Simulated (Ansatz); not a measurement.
# Ti3C2 (P6_3/mmc): equation of state with a fit from a Python script

Where is the equilibrium volume of Ti3C2 (P6_3/mmc), and how stiff is it? Aim: an equation of state with a fit, for Ti3C2 (P6_3/mmc), run from a script.

All numbers are computed with the Python package of Ansatz 0.2.0. Level of theory: DFT r2SCAN, plane waves, PAW.

### 1 Starting point

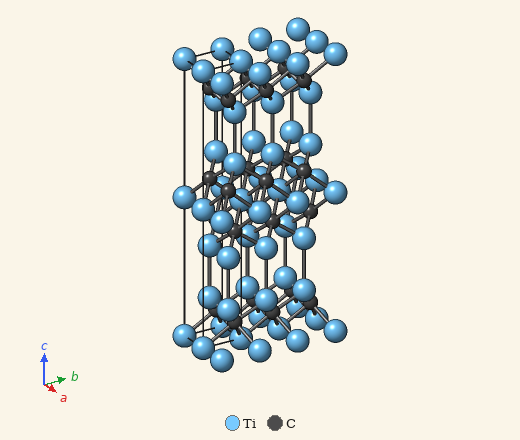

The structure that the script starts from, seen slightly off an axis (titanium blue, carbon dark grey). 2×3×1 cells are drawn. Atoms on cell faces are repeated.

The script holds or builds the structure itself.

### 2 The script

ti3c2.py

```python
import ansatz
import numpy as np
from pymatgen.analysis.eos import EOS

XC = "r2scan"
OCCUPATIONS = "Fermi-Dirac"
WIDTH_EV = 0.1
CUTOFF = 600
MESH = (10, 10, 2)

vectors0 = np.array([
    [3.0666, 0.0, 0.0],
    [-1.5333, 2.65576, 0.0],
    [0.0, 0.0, 15.11715],
])
sites = [
    ("Ti", (1 / 3, 2 / 3, 0.84388)),
    ("Ti", (2 / 3, 1 / 3, 0.34388)),
    ("Ti", (2 / 3, 1 / 3, 0.15612)),
    ("Ti", (1 / 3, 2 / 3, 0.65612)),
    ("Ti", (0.0, 0.0, 0.0)),
    ("Ti", (0.0, 0.0, 0.5)),
    ("C", (2 / 3, 1 / 3, 0.9141)),
    ("C", (1 / 3, 2 / 3, 0.4141)),
    ("C", (2 / 3, 1 / 3, 0.5859)),
    ("C", (1 / 3, 2 / 3, 0.0859)),
]


def on_lattice(cell):
    crystal = ansatz.Crystal(lattice=ansatz.Lattice.of(cell))
    for symbol, position in sites:
        crystal = crystal.atom(symbol, position)
    return crystal


def main() -> None:
    volumes, energies = [], []
    for scale in np.linspace(0.9, 1.1, 9):
        cell = vectors0 * scale ** (1 / 3)
        calc = (
            on_lattice(cell).calculation()
            .functional(XC)
            .occupations(OCCUPATIONS, width=WIDTH_EV)
            .basis(CUTOFF)
            .pseudopotentials("paw")
            .kpoints(*MESH)
        )
        summary = calc.run(threads=1).report
        volumes.append(abs(np.linalg.det(cell)) / len(sites))
        energies.append(summary["free_energy_ev"] / len(sites))
        print(f"V = {volumes[-1]:8.4f} A^3/atom  F = {energies[-1]:.5f} eV/atom")

    for form in ["pourier_tarantola"]:
        fit = EOS(eos_name=form).fit(volumes, energies)
        print(f"{form:18s} V0 {fit.v0:8.4f} A^3/atom  B0 {fit.b0_GPa:7.1f} GPa  B1 {fit.b1:5.2f}")


if __name__ == "__main__":
    main()
```

### 3 What the engine is handed

The package turns the script's settings into the engine's input (first run):

```yaml
crystal:
  lattice:
    - [2.960769746831624, 0.0, 0.0]
    - [-1.480384873415812, 2.564108088060247, 0.0]
    - [0.0, 0.0, 14.595447850490995]
  atoms:
    - { symbol: Ti, position: [0.3333333333333333, 0.6666666666666666, 0.84388] }
    - { symbol: Ti, position: [0.6666666666666666, 0.3333333333333333, 0.34388] }
    - { symbol: Ti, position: [0.6666666666666666, 0.3333333333333333, 0.15612] }
    - { symbol: Ti, position: [0.3333333333333333, 0.6666666666666666, 0.65612] }
    - { symbol: Ti, position: [0.0, 0.0, 0.0] }
    - { symbol: Ti, position: [0.0, 0.0, 0.5] }
    - { symbol: C, position: [0.6666666666666666, 0.3333333333333333, 0.9141] }
    - { symbol: C, position: [0.3333333333333333, 0.6666666666666666, 0.4141] }
    - { symbol: C, position: [0.6666666666666666, 0.3333333333333333, 0.5859] }
    - { symbol: C, position: [0.3333333333333333, 0.6666666666666666, 0.0859] }
basis:
  ecutwfc: 600.0
kpoints:
  mp_grid:
    grid: [10, 10, 2]
hamiltonian:
  xc: r2scan
  pseudopotentials:
    kind: paw
scf:
  occupations:
    method: fermi_dirac
    width: 0.1
```

### 4 Launch

Command:

```console
$ python ti3c2.py
```

What it wrote:

```text
DeckWarning: crystal.lattice, of which some number shows no typed digit to judge by, misses the space group found at crystal.symmetry.tolerance 1.0e-5 by more than rounding, which is why this is a warning: the operation that it misses by the most changes a squared length by the fraction 4.24e-6, and from 1e-6 on that is taken for a strain and not for rounding. The run uses the lattice that is a stretch of the typed one, with no rotation, onto the one that keeps every operation to a double's rounding (on a very oblique basis the stretch itself rounds by more); the deck's lattice vector that moved farthest moved by 3.62e-6 Å. To run the lattice as typed, set crystal.symmetry.tolerance under [...]
V =  11.0805 A^3/atom  F = -1604.03033 eV/atom
V =  11.3883 A^3/atom  F = -1604.07242 eV/atom
V =  11.6961 A^3/atom  F = -1604.10020 eV/atom
V =  12.0038 A^3/atom  F = -1604.11538 eV/atom
V =  12.3116 A^3/atom  F = -1604.11944 eV/atom
V =  12.6194 A^3/atom  F = -1604.11370 eV/atom
V =  12.9272 A^3/atom  F = -1604.09930 eV/atom
V =  13.2350 A^3/atom  F = -1604.07727 eV/atom
V =  13.5428 A^3/atom  F = -1604.04852 eV/atom
pourier_tarantola  V0  12.2789 A^3/atom  B0   206.5 GPa  B1  4.00
```

(Warnings from the package without file and line, shortened, repeats left out.)

It took 3.3 min on 1 thread of Arm Neoverse V2, shared host; peak memory 0.99 GiB.

### 5 Inputs of later runs

The engine's inputs for some of the other runs:

Run 2, against run 1:

```diff
@@ -3,3 +3,3 @@
-    - [2.960769746831624, 0.0, 0.0]
-    - [-1.480384873415812, 2.564108088060247, 0.0]
-    - [0.0, 0.0, 14.595447850490995]
+    - [2.987934289402463, 0.0, 0.0]
+    - [-1.4939671447012315, 2.5876333295583005, 0.0]
+    - [0.0, 0.0, 14.72935852182888]
```

Run 8, against run 1:

```diff
@@ -3,3 +3,3 @@
-    - [2.960769746831624, 0.0, 0.0]
-    - [-1.480384873415812, 2.564108088060247, 0.0]
-    - [0.0, 0.0, 14.595447850490995]
+    - [3.141424448940858, 0.0, 0.0]
+    - [-1.570712224470429, 2.7205600321265155, 0.0]
+    - [0.0, 0.0, 15.486005546307405]
```

Run 9, against run 1:

```diff
@@ -3,3 +3,3 @@
-    - [2.960769746831624, 0.0, 0.0]
-    - [-1.480384873415812, 2.564108088060247, 0.0]
-    - [0.0, 0.0, 14.595447850490995]
+    - [3.165590202058496, 0.0, 0.0]
+    - [-1.582795101029248, 2.7414882394244016, 0.0]
+    - [0.0, 0.0, 15.605133347371222]
```

### 6 What each run gave

The 9 runs, in the order started:

```tsv
run	volume (Å³/atom)	energy from run 5 (meV/atom)	SCF cycles	CPU time (s)
1	11.080	89.12	10	19
2	11.388	47.03	10	20
3	11.696	19.24	10	20
4	12.004	4.06	10	21
5	12.312	0.00	10	21
6	12.619	5.74	10	23
7	12.927	20.14	10	22
8	13.235	42.17	10	24
9	13.543	70.93	10	23
```

Energies are free energies F = E - TS of the smeared occupations. 

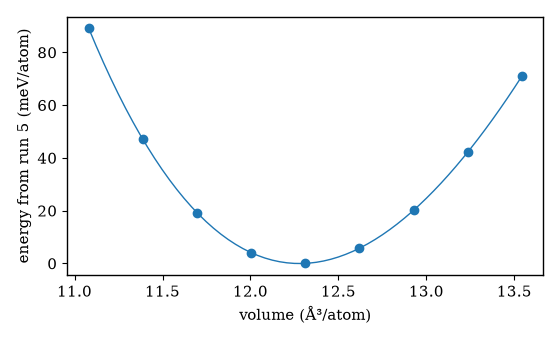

Energy against volume; the line is a third-order Birch-Murnaghan fit.

### 7 What came out

| quantity | value |
| --- | --- |
| runs compared | 9 |
| range of energy | 89.12 meV/atom |
| lowest point, volume (Å³/atom) | 12.312 |
| equilibrium volume (fit) | 12.28 Å³/atom |
| bulk modulus (fit) | 206 GPa |

What this shows: A third-order Birch-Murnaghan fit through the 9 points has its minimum at 12.28 Å³ an atom, 0.3 % below the typed cell, with a bulk modulus of 206 GPa and dB/dP = 4.0. From that minimum the energy rises by 89.2 meV an atom on the compressed side and 71.0 meV on the expanded side. Shape and fractional positions are held along the curve, so the bulk modulus is an upper value where they are free to relax. The structure comes from a database of computed cells and needn't be a stable or known phase.
